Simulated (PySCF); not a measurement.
## Electronic structure of C6H5BF2S in real space

```xyz
15

F     3.1908    0.4352   -0.9669
B     2.5507   -0.1455    0.0352
F     3.2963   -0.7318    0.9590
C     1.0103   -0.1365    0.1161
C     0.3356   -0.7799    1.1662
C    -1.0496   -0.7801    1.2406
C    -1.8053   -0.1251    0.2558
S    -3.5564   -0.1652    0.4119
C    -1.1473    0.5249   -0.7984
C     0.2395    0.5142   -0.8607
H     0.9130   -1.2931    1.9393
H    -1.5549   -1.2895    2.0647
H    -3.8299    0.5615   -0.6912
H    -1.7239    1.0384   -1.5714
H     0.7397    1.0236   -1.6884
```

Geometry: PBE0-D3(BJ)/def2-SVP.

The calculation used wB97X-D/def2-SVPD, SCF density, gas phase (PySCF).

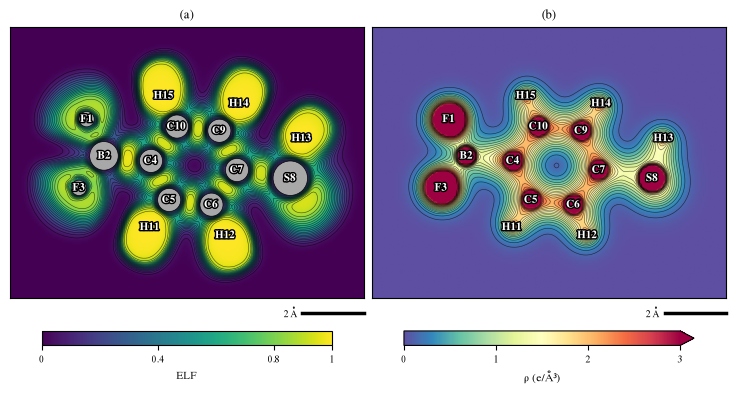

Figure 1. (a) electron localisation function; (b) electron density on the molecular plane. Grey discs cover the atomic cores in the ELF map.

### Interpret the plot.

- Atoms in the plane: F, B, C, S and H.
- B–F (1.32 Å): the density is about 2.2 e/Å³ at the midpoint; the ELF peaks at about 0.85 between the atoms; a shared but strongly polarised pair.
- C–C (1.39 Å): ρ is about 2.1 e/Å³ halfway; the ELF peaks at about 0.95 between the atoms: a covalent bond.
- C–B (1.54 Å): the density is about 1.5 e/Å³ at the midpoint; the ELF peaks at about 1 between the atoms: localised, covalent bonding.
- C–S (1.76 Å): the density is about 1.4 e/Å³ at the midpoint; the ELF peaks at about 0.95 between the atoms; localised, covalent bonding.
- C–H (1.09 Å): ρ is about 2 e/Å³ halfway; the ELF climbs to about 1 towards the hydrogen, as it does in any bond to H; an ordinary covalent bond to hydrogen.
- The ELF also peaks beside F3, S8 and F1, away from the bonds: lone-pair regions.

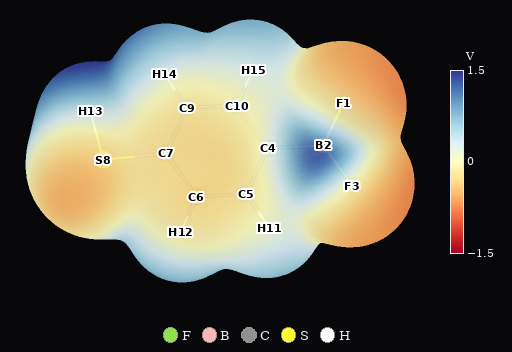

Figure 2. The electrostatic potential painted on the density surface at 0.001 e/bohr³, seen at a tilt; the colour scale runs from red (negative) to blue (positive).

### Which sites attract a positive test charge, and which a negative one?

A positive charge is drawn to the negative regions and a negative charge to the positive ones. The most negative region (about −0.7 V) lies over F1 and F3, the most positive (about +1.4 V) over H13.

### How polar is the molecule by this calculation?

Its dipole moment is 2.10 D.
